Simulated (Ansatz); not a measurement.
Geometry relaxation of CuSi16 (charge +1) (part 3 of 3)

CuSi16 (defect cell, 17 atoms in the cell, total charge +1); DFT PBE, scalar-relativistic, plane waves, PAW, PAW set soft_1, no spin polarisation (Ansatz 0.2.0); cutoff 420 eV, 2×2×2 k-mesh, Gaussian smearing of 0.02 eV. It belongs to a series of runs on one base structure; here: end point B relaxed.

Geometry of the input (Å; fractional positions):
```
0.0000  5.4300  5.4300
5.4300  0.0000  5.4300
5.4300  5.4300  0.0000
Si 0.0000  0.0000  0.0000
Si 0.1250  0.1250  0.1250
Si -0.0000  0.0000  0.5000
Si 0.1250  0.1250  0.6250
Si -0.0000  0.5000  0.0000
Si 0.1250  0.6250  0.1250
Si -0.0000  0.5000  0.5000
Si 0.1250  0.6250  0.6250
Si 0.5000  -0.0000  0.0000
Si 0.6250  0.1250  0.1250
Si 0.5000  0.0000  0.5000
Si 0.6250  0.1250  0.6250
Si 0.5000  0.5000  0.0000
Si 0.6250  0.6250  0.1250
Si 0.5000  0.5000  0.5000
Si 0.6250  0.6250  0.6250
Cu 0.3005  1.0687  0.8087
```

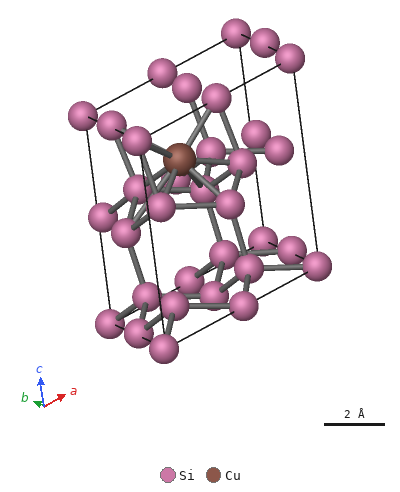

Fig. 1: The geometry at step 16 of the log (ball-and-stick view of the cell of the calculation, seen slightly off an axis).

Trajectory as extended XYZ, continued
```
17
Lattice="0.0000 5.4300 5.4300 5.4300 0.0000 5.4300 5.4300 5.4300 0.0000" Properties=species:S:1:pos:R:3:forces:R:3 step=7 energy=-16802.50806
Si    0.0572   -0.0638   -0.0856   -0.0016  -0.0261   0.0128
Si    1.4326    1.4028    1.2920   -0.0108   0.0058  -0.0064
Si    2.5702    2.8562   -0.1348    0.0117  -0.0215   0.0235
Si    4.0255    3.9913    1.2941    0.0069   0.0117  -0.0270
Si    2.7334    0.0480    2.6640    0.0063  -0.0079   0.0034
Si    4.1164    1.3084    4.0656    0.0019   0.0125  -0.0003
Si    5.3789    2.6922    2.6682   -0.0031  -0.0076   0.0078
Si    6.6642    4.1936    3.9350   -0.0192   0.0300  -0.0163
Si    0.0485    2.7847    2.7746   -0.0223  -0.0147   0.0159
Si    1.5003    3.9289    4.1995   -0.0063   0.0234  -0.0153
Si    2.6417    5.3788    2.7703    0.0110   0.0014   0.0107
Si    4.0112    6.8450    4.1558    0.0133   0.0180  -0.0112
Si    2.8351    2.5886    5.5584    0.0143  -0.0191   0.0202
Si    4.1244    4.0826    6.8304   -0.0010   0.0059  -0.0121
Si    5.3828    5.4700    5.4325    0.0007  -0.0158   0.0014
Si    6.7693    6.7318    6.8291   -0.0049   0.0094  -0.0064
Cu   10.2028    6.0844    7.4860    0.0029  -0.0054  -0.0006
17
Lattice="0.0000 5.4300 5.4300 5.4300 0.0000 5.4300 5.4300 5.4300 0.0000" Properties=species:S:1:pos:R:3:forces:R:3 step=9 energy=-16802.50901
Si    0.0578   -0.0684   -0.0889   -0.0351  -0.0579   0.0161
Si    1.4293    1.3992    1.2911   -0.0096   0.0438   0.0161
Si    2.5664    2.8560   -0.1302   -0.0177  -0.0326   0.0144
Si    4.0297    3.9914    1.2895    0.0108   0.0175  -0.0233
Si    2.7356    0.0485    2.6635   -0.0033  -0.0253  -0.0035
Si    4.1172    1.3093    4.0674    0.0169   0.0333  -0.0059
Si    5.3779    2.6931    2.6699   -0.0045  -0.0049   0.0175
Si    6.6656    4.1952    3.9339   -0.0002   0.0324  -0.0160
Si    0.0432    2.7846    2.7787   -0.0218  -0.0140   0.0182
Si    1.5037    3.9300    4.1936    0.0194   0.0358  -0.0126
Si    2.6445    5.3845    2.7710    0.0053  -0.0382  -0.0178
Si    4.0115    6.8496    4.1595    0.0411   0.0505  -0.0215
Si    2.8326    2.5880    5.5582   -0.0049  -0.0310   0.0156
Si    4.1243    4.0819    6.8283    0.0090   0.0033  -0.0109
Si    5.3821    5.4682    5.4309   -0.0132  -0.0360   0.0042
Si    6.7664    6.7323    6.8287   -0.0008   0.0297   0.0015
Cu   10.2067    6.0799    7.4899    0.0086  -0.0063   0.0079
17
Lattice="0.0000 5.4300 5.4300 5.4300 0.0000 5.4300 5.4300 5.4300 0.0000" Properties=species:S:1:pos:R:3:forces:R:3 step=11 energy=-16802.51490
Si    0.0518   -0.0816   -0.0942   -0.0248  -0.0559   0.0374
Si    1.4206    1.3957    1.2947   -0.0192   0.0627   0.0330
Si    2.5519    2.8506   -0.1235   -0.0167  -0.0292   0.0203
Si    4.0360    3.9850    1.2775   -0.0310   0.0487  -0.0071
Si    2.7412    0.0472    2.6590   -0.0092  -0.0302   0.0001
Si    4.1224    1.3121    4.0653   -0.0125   0.0295  -0.0179
Si    5.3783    2.7023    2.6776    0.0279  -0.0047   0.0150
Si    6.6715    4.2046    3.9349   -0.0080   0.0275  -0.0295
Si    0.0377    2.7892    2.7924    0.0133  -0.0182  -0.0023
Si    1.5175    3.9406    4.1842    0.0218   0.0303  -0.0242
Si    2.6514    5.3932    2.7637    0.0000  -0.0600  -0.0403
Si    4.0169    6.8637    4.1652    0.0282   0.0398  -0.0613
Si    2.8243    2.5813    5.5538    0.0037  -0.0257   0.0282
Si    4.1232    4.0722    6.8231   -0.0108  -0.0015  -0.0016
Si    5.3753    5.4630    5.4318    0.0102  -0.0260   0.0154
Si    6.7568    6.7366    6.8292    0.0071   0.0250   0.0005
Cu   10.2176    6.0675    7.5003    0.0202  -0.0120   0.0342
17
Lattice="0.0000 5.4300 5.4300 5.4300 0.0000 5.4300 5.4300 5.4300 0.0000" Properties=species:S:1:pos:R:3:forces:R:3 step=13 energy=-16802.52067
Si    0.0412   -0.0925   -0.0870    0.0378   0.0475  -0.0254
Si    1.4130    1.4055    1.3026   -0.0070  -0.0022  -0.0051
Si    2.5337    2.8420   -0.1337    0.0149   0.0165  -0.0219
Si    4.0224    3.9804    1.2632   -0.0410   0.0043   0.0346
Si    2.7386    0.0476    2.6574    0.0076   0.0136  -0.0012
Si    4.1242    1.3132    4.0620   -0.0144  -0.0215   0.0106
Si    5.3745    2.7088    2.6749    0.0103  -0.0098  -0.0154
Si    6.6631    4.2146    3.9281   -0.0053  -0.0158   0.0109
Si    0.0437    2.7956    2.8005    0.0362   0.0197  -0.0413
Si    1.5293    3.9567    4.1829   -0.0169  -0.0210   0.0197
Si    2.6559    5.3915    2.7466   -0.0140   0.0161  -0.0109
Si    4.0238    6.8759    4.1569   -0.0511  -0.0332   0.0051
Si    2.8250    2.5811    5.5529   -0.0006   0.0239  -0.0224
Si    4.1226    4.0700    6.8240   -0.0149   0.0026   0.0169
Si    5.3707    5.4645    5.4341    0.0231   0.0155  -0.0007
Si    6.7544    6.7439    6.8254    0.0005  -0.0092   0.0046
Cu   10.2586    6.0246    7.5441    0.0348  -0.0471   0.0417
17
Lattice="0.0000 5.4300 5.4300 5.4300 0.0000 5.4300 5.4300 5.4300 0.0000" Properties=species:S:1:pos:R:3:forces:R:3 step=14 energy=-16802.53476
Si    0.0404   -0.0926   -0.0822    0.0379   0.1001   0.0653
Si    1.4078    1.4150    1.2949   -0.0270   0.0157   0.0139
Si    2.5226    2.8465   -0.1482    0.0090   0.0221   0.0214
Si    4.0095    3.9835    1.2521   -0.0786   0.0076   0.0727
Si    2.7398    0.0636    2.6582   -0.0031  -0.0091  -0.0247
Si    4.1155    1.3184    4.0825   -0.0277   0.0083  -0.0389
Si    5.3571    2.7000    2.6689    0.0043  -0.0222  -0.0489
Si    6.6549    4.2135    3.9072    0.0357  -0.0158  -0.0290
Si    0.0335    2.7935    2.7952    0.0735  -0.0267  -0.0959
Si    1.5206    3.9722    4.1658   -0.0098  -0.0318  -0.0079
Si    2.6549    5.4074    2.7323    0.0517  -0.0115  -0.0183
Si    4.0158    6.8823    4.1561   -0.0785  -0.0488  -0.0697
Si    2.8124    2.6079    5.5480   -0.0242   0.0300  -0.0281
Si    4.1220    4.0872    6.8209   -0.0394  -0.0570   0.0197
Si    5.3760    5.4639    5.4158   -0.0312   0.0537   0.1067
Si    6.7453    6.7529    6.8097    0.0953   0.0233   0.0197
Cu   10.3664    5.9081    7.6577    0.0120  -0.0382   0.0422
17
Lattice="0.0000 5.4300 5.4300 5.4300 0.0000 5.4300 5.4300 5.4300 0.0000" Properties=species:S:1:pos:R:3:forces:R:3 step=16 energy=-16802.55800
Si    0.0263   -0.0561   -0.0524   -0.0010   0.0053   0.0036
Si    1.4064    1.4247    1.2916    0.0215   0.0155   0.0061
Si    2.5227    2.8518   -0.1572   -0.0350   0.0159  -0.0022
Si    3.9907    3.9938    1.2542   -0.0149   0.0007   0.0177
Si    2.7455    0.0660    2.6524   -0.0351  -0.0432   0.0073
Si    4.1018    1.3348    4.0849   -0.0084   0.0236  -0.0550
Si    5.3526    2.6886    2.6478    0.0337   0.0019   0.0058
Si    6.6437    4.2194    3.9034    0.0595  -0.0236   0.0206
Si    0.0234    2.7652    2.7632    0.0154   0.0155  -0.0252
Si    1.4618    4.0050    4.1372    0.0097   0.0020  -0.0048
Si    2.6702    5.4103    2.7253   -0.0138  -0.0166  -0.0105
Si    4.0004    6.8785    4.1424   -0.0086  -0.0050  -0.0334
Si    2.7810    2.6550    5.4992   -0.0210  -0.0070  -0.0075
Si    4.1093    4.0788    6.8055   -0.0156  -0.0051   0.0096
Si    5.3723    5.4855    5.4330   -0.0035  -0.0095   0.0432
Si    6.7791    6.7710    6.7965    0.0349   0.0240   0.0146
Cu   10.5074    5.7512    7.8080   -0.0179   0.0057   0.0103
17
Lattice="0.0000 5.4300 5.4300 5.4300 0.0000 5.4300 5.4300 5.4300 0.0000" Properties=species:S:1:pos:R:3:forces:R:3 step=18 energy=-16802.56061
Si    0.0148   -0.0465   -0.0540   -0.0044  -0.0100  -0.0103
Si    1.4062    1.4213    1.2950   -0.0063   0.0133   0.0200
Si    2.5284    2.8408   -0.1529    0.0031  -0.0172  -0.0159
Si    3.9899    3.9928    1.2560    0.0015   0.0184   0.0134
Si    2.7372    0.0544    2.6554    0.0049  -0.0038  -0.0076
Si    4.1008    1.3420    4.0650    0.0024   0.0079   0.0124
Si    5.3681    2.6989    2.6465   -0.0039  -0.0116  -0.0055
Si    6.6499    4.2183    3.9268   -0.0055   0.0147   0.0095
Si    0.0236    2.7663    2.7540    0.0015  -0.0081  -0.0108
Si    1.4495    4.0138    4.1356   -0.0007   0.0082   0.0130
Si    2.6711    5.4055    2.7230   -0.0081  -0.0141  -0.0126
Si    4.0044    6.8754    4.1378    0.0122   0.0085   0.0072
Si    2.7774    2.6572    5.4813    0.0007  -0.0077  -0.0064
Si    4.0987    4.0744    6.8028    0.0007   0.0053   0.0046
Si    5.3713    5.4898    5.4479   -0.0016  -0.0080  -0.0073
Si    6.7912    6.7785    6.7982   -0.0005   0.0097   0.0047
Cu   10.5121    5.7407    7.8165    0.0040  -0.0055  -0.0082
17
Lattice="0.0000 5.4300 5.4300 5.4300 0.0000 5.4300 5.4300 5.4300 0.0000" Properties=species:S:1:pos:R:3:forces:R:3 step=20 energy=-16802.43720 accepted=F
Si   -0.0388   -0.0080   -0.0164   -0.0962   0.2308   0.0724
Si    1.4205    1.4792    1.3377    0.3194  -0.3301  -0.5196
Si    2.5807    2.7057   -0.2975   -0.4891   0.5719   0.4707
Si    3.8676    4.0054    1.2115    0.1143  -0.4199  -0.4240
Si    2.7561    0.0807    2.6790   -0.2643   0.1457   0.3182
Si    4.0917    1.4074    4.0939    0.1093  -0.0744  -0.3296
Si    5.3130    2.7584    2.5960   -0.0660   0.0652   0.3597
Si    6.6375    4.2350    3.9600    0.4252  -0.3311  -0.0859
Si    0.0765    2.7713    2.7145   -0.2511   0.3878   0.4913
Si    1.3908    4.0771    4.2039    0.1646  -0.2804  -0.4668
Si    2.6567    5.3509    2.6889   -0.1136   0.4091   0.3686
Si    4.1057    6.8155    4.0753    0.1661  -0.3449  -0.2297
Si    2.7607    2.6901    5.4780   -0.2246   0.1569   0.3016
Si    4.0648    4.0843    6.8415    0.2678  -0.1168  -0.2329
Si    5.4036    5.4733    5.5005   -0.1167   0.1421   0.1495
Si    6.7846    6.8291    6.8451    0.1246  -0.1728  -0.2219
Cu   10.6230    5.5680    7.8229   -0.0696  -0.0392  -0.0215
17
Lattice="0.0000 5.4300 5.4300 5.4300 0.0000 5.4300 5.4300 5.4300 0.0000" Properties=species:S:1:pos:R:3:forces:R:3 step=22 energy=-16802.56032 accepted=F
Si   -0.0073   -0.0404   -0.0500    0.0060   0.0394   0.0268
Si    1.4118    1.4353    1.3114   -0.0006  -0.0462  -0.0474
Si    2.5364    2.7940   -0.2003    0.0099   0.0365   0.0669
Si    3.9507    3.9800    1.2405    0.0104  -0.0393  -0.0455
Si    2.7460    0.0620    2.6660    0.0114   0.0438   0.0294
Si    4.0973    1.3695    4.0767   -0.0157  -0.0447  -0.0274
Si    5.3563    2.7211    2.6444   -0.0015   0.0415   0.0159
Si    6.6567    4.2296    3.9432   -0.0155  -0.0374  -0.0645
Si    0.0412    2.7690    2.7454    0.0035   0.0279   0.0424
Si    1.4360    4.0330    4.1568    0.0005  -0.0444  -0.0466
Si    2.6683    5.3826    2.7054   -0.0114   0.0418   0.0494
Si    4.0368    6.8522    4.1169   -0.0104  -0.0313  -0.0427
Si    2.7707    2.6696    5.4895    0.0067   0.0447   0.0342
Si    4.0976    4.0823    6.8156   -0.0076  -0.0391  -0.0284
Si    5.3849    5.4873    5.4618    0.0076   0.0472   0.0525
Si    6.7875    6.7976    6.8198    0.0026  -0.0477  -0.0401
Cu   10.5238    5.6986    7.7919    0.0040   0.0071   0.0251
17
Lattice="0.0000 5.4300 5.4300 5.4300 0.0000 5.4300 5.4300 5.4300 0.0000" Properties=species:S:1:pos:R:3:forces:R:3 step=24 energy=-16802.56267
Si    0.0001   -0.0400   -0.0494    0.0021   0.0062  -0.0023
Si    1.4110    1.4307    1.3059   -0.0022  -0.0088  -0.0041
Si    2.5344    2.8104   -0.1852   -0.0002   0.0049   0.0037
Si    3.9619    3.9857    1.2450    0.0050  -0.0025  -0.0006
Si    2.7448    0.0600    2.6625    0.0014   0.0026   0.0033
Si    4.0986    1.3609    4.0723   -0.0021  -0.0013  -0.0007
Si    5.3599    2.7146    2.6422    0.0006   0.0001   0.0037
Si    6.6529    4.2261    3.9360   -0.0025  -0.0025  -0.0071
Si    0.0360    2.7663    2.7475   -0.0004   0.0068   0.0036
Si    1.4370    4.0260    4.1506    0.0025  -0.0067  -0.0021
Si    2.6686    5.3889    2.7129   -0.0072   0.0061   0.0061
Si    4.0244    6.8591    4.1228   -0.0004  -0.0069  -0.0045
Si    2.7734    2.6670    5.4860   -0.0008   0.0019   0.0019
Si    4.0980    4.0786    6.8113    0.0005  -0.0028  -0.0033
Si    5.3804    5.4895    5.4582    0.0000   0.0030   0.0041
Si    6.7901    6.7905    6.8122    0.0005  -0.0018  -0.0053
Cu   10.5230    5.7091    7.8041    0.0033   0.0016   0.0036
```
